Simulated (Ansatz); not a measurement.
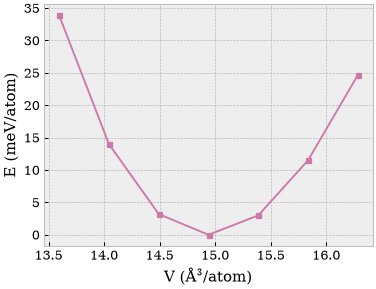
Fig. 1. BeSe (CsCl type, Pm-3m) under volume change, plane-wave PAW PBE (Ansatz code), scaled uniformly.

Problem. What does a third-order Birch–Murnaghan fit give for V₀, B₀ and B′?

Solution. V₀ = 14.93 Å³/atom, B₀ = 76.3 GPa, B′ = 4.7.

A made-up cell: these elements were put on the sites of a structure type; neither database checked (COD, Materials Project) lists it. COD files the formula under space group No. 216, so this cell is another polymorph or a model. Its standing as an ambient phase is unchecked. Symmetry was held in the PBE relaxation; whether a distortion lowers the energy is not shown.

Potentials: the later of the program's two PAW sets.
